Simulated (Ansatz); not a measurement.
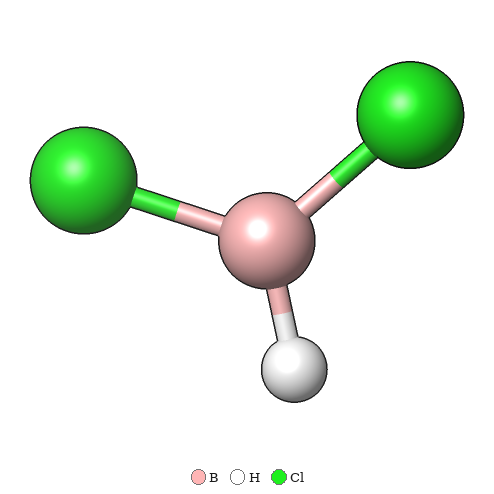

The picture shows a molecular structure as a ball-and-stick model.

Question: Count the atoms of each element.

Answer: BCl₂H, 4 atoms: 1 boron, 2 chlorine and 1 hydrogen.

Question: Give the symmetry (Schoenflies symbol).

Answer: C2v.

Question: How many bonds of each kind are drawn?

Answer: 2 B–Cl, 1 B–H. Sticks follow a distance rule.

Question: How many atoms are distinct by symmetry?

Answer: 3: 1 B, 1 H, 2 Cl.

The parts below concern this one geometry. Atoms keep their numbers from picture to picture. Computed geometry: PBE0-D4/def2-TZVP optimisation.

**Geometry**

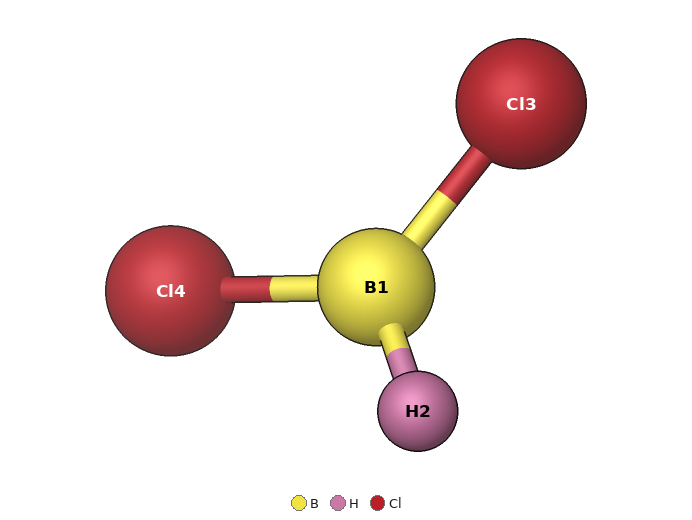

Atoms carry their numbers in the input.

What are the angles H2–B1–Cl3, Cl3–B1–Cl4?

```csv
angle,degrees
H2–B1–Cl3,119.7
Cl3–B1–Cl4,120.7
```

**Dipole moment**

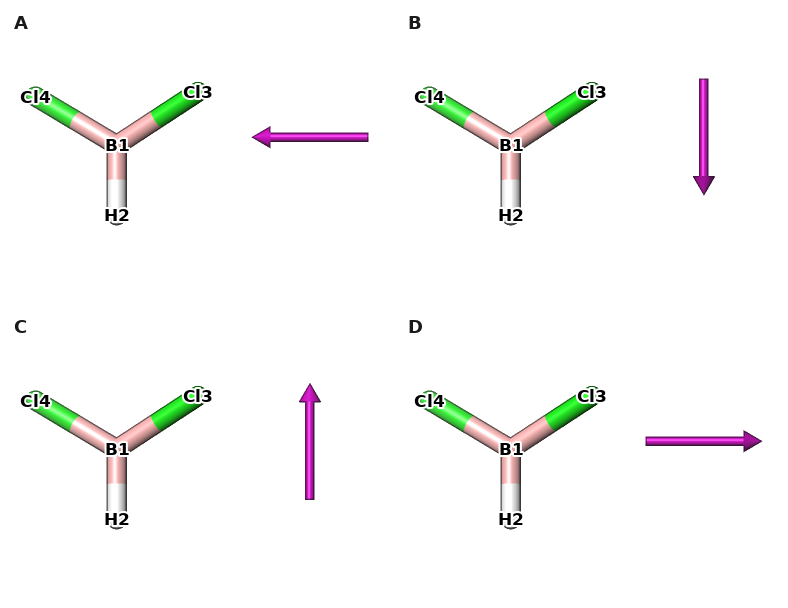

The same molecule four times, each with an arrow. Properties computed with RKS PBE0-D4/def2-TZVP (Ansatz 0.2.0).

Question: Which arrow points along the dipole moment, from the negative to the positive end?

Answer: B. The dipole moment is 0.45 D; it points from the side of Cl3, Cl4 to the side of H2 (the outermost atoms at the two ends).

**Thermal motion**

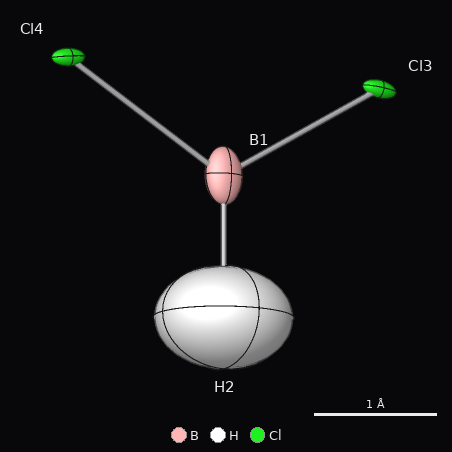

Displacement ellipsoids at the 50 % level, enlarged 3 times, from the internal vibrations of the free molecule (harmonic, no overall translation or rotation; no half-axis is drawn under 0.075 Å). Vibrations computed with RKS PBE0-D4/def2-TZVP (Ansatz 0.2.0). Temperature: 298 K.

Question: Which atom moves most?

Answer: H2, with U_eq = 0.0129 Å².

Question: Does H2 move more along its bond or across it?

Answer: Across it: the root-mean-square amplitude is 0.092 Å along the bond and up to 0.126 Å across, since bending and torsion are softer than stretching.

List U_eq and the three principal root-mean-square amplitudes for each kind of atom.

| atom | U_eq (Å²) | rms amplitudes (Å) |
| --- | --- | --- |
| B1 | 0.0016 | 0.027, 0.037, 0.053 |
| H2 | 0.0129 | 0.092, 0.120, 0.126 |
| Cl3, Cl4 | 0.00043 | 0.002, 0.009, 0.035 |

**Vibrations**

Harmonic vibrations computed with RKS PBE0-D4/def2-TZVP (Ansatz 0.2.0) at a stationary point of the same level.

Question: How many vibrational modes are there, and where do they lie?

Answer: 6 modes: 290, 746, 785, 914, 1098, 2700 cm⁻¹.

**Charges**

The questions are on Mulliken charges. Level of theory: RKS PBE0-D4/def2-TZVP (Ansatz 0.2.0).

Give the Mulliken charges atom by atom.

| atom | value (e) |
| --- | --- |
| B1 | 0.15 |
| H2 | 0.04 |
| Cl3 | −0.09 |
| Cl4 | −0.09 |

Mulliken values depend strongly on the basis set and can even reverse the polarity of a bond.
